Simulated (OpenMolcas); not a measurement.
# Al2H4: geometry relaxation (part 1 of 4)

System: Al2H4.
Method: HF/ANO-XS-MB, UHF, BSS, PCM solvent chlorobenzene (OpenMolcas 26.06).

The run did not end well. The geometry comes from this level: GFN2-xTB.

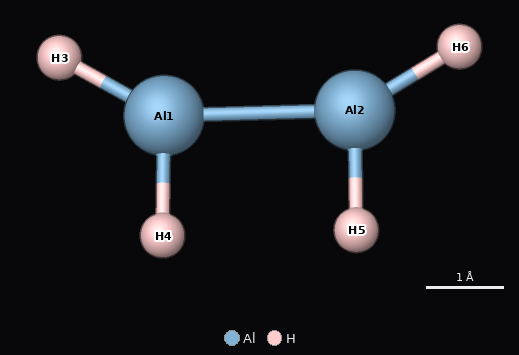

Fig. 1: The structure as given in the input (ball-and-stick view, seen at a tilt; atoms are numbered from 1 in the order of the input). Sticks mark near contacts.

**Outcome**

| quantity | value |
| --- | --- |
| outcome | not converged |
| basis functions | 22 |
| hardware | 1 thread of Intel Xeon @ 2.90GHz (Ice Lake), 16 GiB of memory available, shared host |
| wall time | 23 s |
| peak memory | 0.23 GiB |

Settings chosen away from the usual ones: ref set to UHF (from default). The run did not converge. Its last values are not results.

**The input**
```
&GATEWAY
 Coord
 6
 angstrom
 Al      -0.854090      -0.947540       0.010480
 Al       0.449880       1.168890       0.243310
 H       -2.195980      -1.768100       0.274600
 H        0.366300      -1.639050      -0.764220
 H        1.691610       0.512150      -0.527710
 H        0.542270       2.673660       0.763540
 Basis=ANO-XS-MB
 Group=NoSym
 RICD
 RBSS
 RF-Input
 PCM-Model
 Solvent=chlorobenzene
 End of RF-Input
>>> EXPORT MOLCAS_MAXITER=50
>>> Do While

&SEWARD
 Expert

&SCF
 UHF
 Scramble=0.1
 PrOrbitals=1 1

&SLAPAF
>>> EndDo
```

Launched with:
```bash
export MOLCAS_MEM=1860
pymolcas job.input > job.log
```

**What the program printed**
```
--- Start Module: gateway ---

                                              &GATEWAY

                       available to each process: 1.9 GB of memory, 1 thread

++    Symmetry information:
      ---------------------

                    Character Table for C1

                             E
                    a        1  x, y, xy, Rz, z, xz, Ry, yz, Rx, I
--

++    Basis set information:
      ----------------------

      Basis set label: AL.ANO-XS...3S2P.

      Electronic valence basis set:
      ------------------
      Associated Effective Charge  13.000000 au
      Associated Actual Charge     13.000000 au
      Nuclear Model: Finite nucleus - Gaussian distribution
        Gaussian exponent, Xi/bohr**(-2):  4.43360E+08

      Shell  nPrim  nBasis  Cartesian Spherical Contaminant
         s      11       3        X
         p       7       2        X

      Basis set label: H.ANO-XS...1S.

      Electronic valence basis set:
      ------------------
      Associated Effective Charge   1.000000 au
      Associated Actual Charge      1.000000 au
      Nuclear Model: Finite nucleus - Gaussian distribution
        Gaussian exponent, Xi/bohr**(-2):  2.12482E+09

      Shell  nPrim  nBasis  Cartesian Spherical Contaminant
         s       4       1        X
--

++    Molecular structure info:
      -------------------------

                    ************************************************
                    **** Cartesian Coordinates / bohr, angstrom ****
                    ************************************************

     Center  Label                x              y              z                     x              y              z
        1      AL1             -1.613996      -1.790591       0.019804             -0.854090      -0.947540       0.010480
        2      AL2              0.850150       2.208882       0.459789              0.449880       1.168890       0.243310
        3      H3              -4.149801      -3.341225       0.518919             -2.195980      -1.768100       0.274600
        4      H4               0.692207      -3.097356      -1.444166              0.366300      -1.639050      -0.764220
        5      H5               3.196680       0.967823      -0.997227              1.691610       0.512150      -0.527710
        6      H6               1.024742       5.052485       1.442881              0.542270       2.673660       0.763540

                    ***************************************
                    *    InterNuclear Distances / bohr    *
                    ***************************************

               1 AL1           2 AL2           3 H3            4 H4            5 H5            6 H6
    1 AL1      0.000000
    2 AL2      4.718198        0.000000
    3 H3       3.013948        7.470387        0.000000
    4 H4       3.028104        5.639694        5.230508        0.000000
    5 H5       5.637890        3.028089        8.650859        4.795604        0.000000
    6 H6       7.470996        3.013807        9.903735        8.652487        5.230288        0.000000

                    *******************************************
                    *    InterNuclear Distances / angstrom    *
                    *******************************************

               1 AL1           2 AL2           3 H3            4 H4            5 H5            6 H6
    1 AL1      0.000000
    2 AL2      2.496763        0.000000
    3 H3       1.594913        3.953159        0.000000
    4 H4       1.602404        2.984398        2.767866        0.000000
    5 H5       2.983443        1.602396        4.577838        2.537724        0.000000
    6 H6       3.953481        1.594838        5.240831        4.578699        2.767749        0.000000
--

            Nuclear Potential Energy             62.04600366 au

--- Stop Module: gateway /rc=_RC_ALL_IS_WELL_ ---

>>> EXPORT MOLCAS_MAXITER = 50

--- Start Module: seward ---

                                              &SEWARD

                       available to each process: 1.9 GB of memory, 1 thread

 ###############################################################################
 ###    WARNING:  EXPERT option is ON!                                       ###
 ###############################################################################
               SEWARD will generate:
                  Multipole Moment integrals up to order  2
                  Kinetic Energy integrals
                  Nuclear Attraction integrals (finite nuclei - Gaussian type)
                  One-Electron Hamiltonian integrals
                  Velocity integrals
                  Relativistic BSS integrals
                  Reaction Field integrals (PCM)
                  Orbital angular momentum around ( -0.3421   0.1873   0.2148 )
                  Velocity quadrupole around ( -0.3421   0.1873   0.2148 )
                  RI decomposed two-electron repulsion integrals stored Cholesky style
                   - acCD auxiliary basis
                   - CD Threshold:   1.00E-04

                   Integrals are discarded if absolute value <: 1.00E-14
                   Integral cutoff threshold is set to       <: 1.00E-16

            Nuclear Potential Energy             62.04600366 au

      Basis set specifications :
      Symmetry species         a
      Basis functions           22

--- Stop Module: seward /rc=_RC_ALL_IS_WELL_ ---

--- Start Module: scf ---

                                                &SCF

                       available to each process: 1.9 GB of memory, 1 thread

++    Input section:
      --------------

      Header of the integral files:

      Cartesian coordinates in angstrom:
      -----------------------------------------------------
      No.  Label        X            Y            Z
      -----------------------------------------------------
       1   AL1       -0.85409000  -0.94754000   0.01048000
       2   AL2        0.44988000   1.16889000   0.24331000
       3   H3        -2.19598000  -1.76810000   0.27460000
       4   H4         0.36630000  -1.63905000  -0.76422000
       5   H5         1.69161000   0.51215000  -0.52771000
       6   H6         0.54227000   2.67366000   0.76354000
      -----------------------------------------------------
      Nuclear repulsion energy =   62.04600366
--

++    Orbital specifications:
      -----------------------

      Symmetry species               1
                                     a
      Frozen orbitals                0
      Occupied orbitals alpha       15
      Occupied orbitals beta        15
      Secondary orbitals alpha       7
      Secondary orbitals beta        7
      Deleted orbitals               0
      Total number of orbitals      22
      Number of basis functions     22
--

      Molecular charge                           0.000

      Polarizable Continuum Model (PCM) activated
      Solvent: chlorobenzene
      Version: Dielectric
      Average area for surface element on the cavity boundary: 0.4000 angstrom^2
      Minimum radius for added spheres: 0.2000 angstrom
      Calculation type: equilibrium

++    Optimization specifications:
      ----------------------------

      SCF Algorithm: LK-RI/DF USCF
      LK screening threshold:                     4.50E-02
      Local-Exchange (LK) algorithm.
       - the density matrix is decomposed
      The actual AO density is used
      Number of density matrices in core                 5
      Maximum number of NDDO SCF iterations            400
      Maximum number of HF SCF iterations              400
      Threshold for SCF energy change             1.00E-09
      Threshold for density matrix                1.00E-04
      Threshold for Fock matrix                   1.50E-04
      Threshold for linear dependence             1.00E-09
      Threshold at which DIIS is turned on        1.50E-01
      Maximum depth in the DIIS procedure                5
      Maximum depth in the BFGS Hessian update          30
      Threshold at which QNR/C2DIIS is turned on  7.50E-02
      Threshold for Norm(delta) (QNR/C2DIIS)      1.00E-03
      All orbitals punched on: UHFORB
--

      Input vectors read from INPORB
      Orbital file label: *Guess orbitals
      Start orbitals are scrambled in order to introduce symmetry breaking

++ Convergence information
                               UHF SCF        iterations: Energy and convergence statistics

Iter     Tot. SCF        One-elec.       Two-elec.     Energy      Max Dij or  Max Fij      DNorm      TNorm      AccCon     Time
         Energy          Energy          Energy        Change      Delta Norm                                                in Sec.
   1  -486.999218517  -626.619301899   164.431269773   0.00E+00    4.96E-01*   1.23E-01*    7.32E+00   5.16E+01   None         0.
   2  -486.894834151  -628.260151473   166.176503713   1.04E-01*   2.91E-01*   1.28E-01*    7.63E+00   5.19E+01   EDIIS        0.
   3  -487.173604280  -628.511125854   166.148707965  -2.79E-01*   8.41E-02*   3.93E-02*    7.29E+00   5.19E+01   EDIIS        0.
   4  -487.195167571  -629.089785068   166.705803887  -2.16E-02*   1.25E-02*   1.99E-02*    7.32E+00   5.19E+01   c2DIIS       0.
   5  -487.198747494  -629.386600283   166.999039179  -3.58E-03*   1.29E-02*   1.34E-03*    7.33E+00   5.20E+01   QNRc2DIIS    0.
   6  -487.198776084  -629.383330950   166.995741258  -2.86E-05*   1.75E-02*   9.10E-04*    7.33E+00   5.20E+01   QNRc2DIIS    0.
   7  -487.198790617  -629.382981382   166.995377156  -1.45E-05*   6.04E-03*   5.27E-04*    7.33E+00   5.20E+01   QNRc2DIIS    0.
   8  -487.198792988  -629.383599224   166.995992627  -2.37E-06*   1.82E-02*   3.77E-04*    7.33E+00   5.20E+01   QNRc2DIIS    0.
   9  -487.198798010  -629.383875713   166.996264094  -5.02E-06*   1.28E-03*   1.40E-04     7.33E+00   5.20E+01   QNRc2DIIS    0.
  10  -487.198798163  -629.384339736   166.996727964  -1.53E-07*   4.37E-03*   1.17E-04     7.33E+00   5.20E+01   QNRc2DIIS    0.
  11  -487.198798455  -629.384349565   166.996737501  -2.92E-07*   3.84E-04    1.80E-05     7.33E+00   5.20E+01   QNRc2DIIS    0.
  12  -487.198798464  -629.384371152   166.996759079  -8.90E-09*   3.60E-04    1.38E-05     7.33E+00   5.20E+01   QNRc2DIIS    0.
  13  -487.198798469  -629.384342940   166.996730862  -5.05E-09*   5.76E-05    2.89E-06     7.33E+00   5.20E+01   QNRc2DIIS    0.
  14  -487.198798469  -629.384319783   166.996707705  -2.11E-10    1.01E-05    7.55E-07     7.33E+00   5.20E+01   QNRc2DIIS    0.

       Convergence after  14 Iterations
--

 *****************************************************************************************************************************
 *                                             SCF/KS-DFT Program, Final results                                             *
 *                                                       Final Results                                                       *
 *****************************************************************************************************************************

::    Total SCF energy                               -487.1987984692
      One-electron energy                            -629.3843197830
      Two-electron energy                             166.9967077048
      Nuclear repulsion energy                        -24.8111863910
      Kinetic energy (interpolated)                   491.8801122004
      Virial theorem                                    0.9904828156
      Total spin, S(S+1)                                0.0000000000
      Total spin, S                                     0.0000000000
      Max non-diagonal density matrix element           0.0000052653
      Max non-diagonal Fock matrix element              0.0000005985

      All orbitals with orbital energies smaller than  E(LUMO)+0.5 are printed

++    Molecular orbitals:
      -------------------

      Title: UHF orbitals (alpha)

      Molecular orbitals for symmetry species 1: a

          Orbital            1         2         3         4         5         6         7         8         9        10
          Energy          -58.5647  -58.5634   -4.8829   -4.8820   -3.1751   -3.1738   -3.1732   -3.1727   -3.1722   -3.1718
          Occ. No.          1.0000    1.0000    1.0000    1.0000    1.0000    1.0000    1.0000    1.0000    1.0000    1.0000

          Orbital           11        12        13        14        15        16        17        18        19        20
          Energy           -0.5147   -0.4285   -0.3227   -0.2595   -0.2382    0.0462    0.1472    0.2246    0.4386    0.4694
          Occ. No.          1.0000    1.0000    1.0000    1.0000    1.0000    0.0000    0.0000    0.0000    0.0000    0.0000

          Orbital           21
          Energy            0.4767
          Occ. No.          0.0000

--

++    Static properties:
      ------------------

      LoProp Charges per center

                   AL1      AL2      H3       H4       H5       H6
      Nuclear     13.0000  13.0000   1.0000   1.0000   1.0000   1.0000
      Electronic -13.1780 -13.1915  -0.9396  -0.8841  -0.8717  -0.9351

      Total       -0.1780  -0.1915   0.0604   0.1159   0.1283   0.0649
--

      All orbitals with orbital energies smaller than  E(LUMO)+0.5 are printed

++    Molecular orbitals:
      -------------------

      Title: UHF orbitals (beta)

      Molecular orbitals for symmetry species 1: a

          Orbital            1         2         3         4         5         6         7         8         9        10
          Energy          -58.5647  -58.5634   -4.8829   -4.8820   -3.1751   -3.1738   -3.1732   -3.1727   -3.1722   -3.1718
          Occ. No.          1.0000    1.0000    1.0000    1.0000    1.0000    1.0000    1.0000    1.0000    1.0000    1.0000

          Orbital           11        12        13        14        15        16        17        18        19        20
          Energy           -0.5147   -0.4285   -0.3227   -0.2595   -0.2382    0.0462    0.1472    0.2246    0.4386    0.4694
          Occ. No.          1.0000    1.0000    1.0000    1.0000    1.0000    0.0000    0.0000    0.0000    0.0000    0.0000

          Orbital           21
          Energy            0.4767
          Occ. No.          0.0000

--

++    Molecular charges:
      ------------------

      Mulliken charges per centre and basis function type
      ---------------------------------------------------

                            AL1                     AL2                     H3                      H4                      H5                      H6
                     alpha        beta       alpha        beta       alpha        beta       alpha        beta       alpha        beta       alpha        beta
      1s           1.0000      1.0000      1.0000      1.0000      0.4455      0.4455      0.4103      0.4103      0.4017      0.4017      0.4422      0.4422
      2s           1.0001      1.0001      1.0001      1.0001      0.0000      0.0000      0.0000      0.0000      0.0000      0.0000      0.0000      0.0000
      2px          1.0000      1.0000      1.0000      1.0000      0.0000      0.0000      0.0000      0.0000      0.0000      0.0000      0.0000      0.0000
      2pz          1.0000      1.0000      1.0000      1.0000      0.0000      0.0000      0.0000      0.0000      0.0000      0.0000      0.0000      0.0000
      2py          1.0000      1.0000      1.0001      1.0001      0.0000      0.0000      0.0000      0.0000      0.0000      0.0000      0.0000      0.0000
      3s           0.6155      0.6155      0.6176      0.6176      0.0000      0.0000      0.0000      0.0000      0.0000      0.0000      0.0000      0.0000
      3px          0.4663      0.4663      0.4606      0.4606      0.0000      0.0000      0.0000      0.0000      0.0000      0.0000      0.0000      0.0000
      3pz          0.1214      0.1214      0.1240      0.1240      0.0000      0.0000      0.0000      0.0000      0.0000      0.0000      0.0000      0.0000
      3py          0.4419      0.4419      0.4528      0.4528      0.0000      0.0000      0.0000      0.0000      0.0000      0.0000      0.0000      0.0000
      Total        6.6452      6.6452      6.6552      6.6552      0.4455      0.4455      0.4103      0.4103      0.4017      0.4017      0.4422      0.4422
      Total             13.2905                 13.3103                  0.8910                  0.8205                  0.8034                  0.8843

      Charge           -0.2905                 -0.3103                  0.1090                  0.1795                  0.1966                  0.1157

      Total electronic charge=   30.000000

      Total            charge=   -0.000000
--

++    Static properties:
      ------------------

      LoProp Charges per center

                   AL1      AL2      H3       H4       H5       H6
      Nuclear     13.0000  13.0000   1.0000   1.0000   1.0000   1.0000
      Electronic -13.1780 -13.1915  -0.9396  -0.8841  -0.8717  -0.9351

      Total       -0.1780  -0.1915   0.0604   0.1159   0.1283   0.0649
--
```
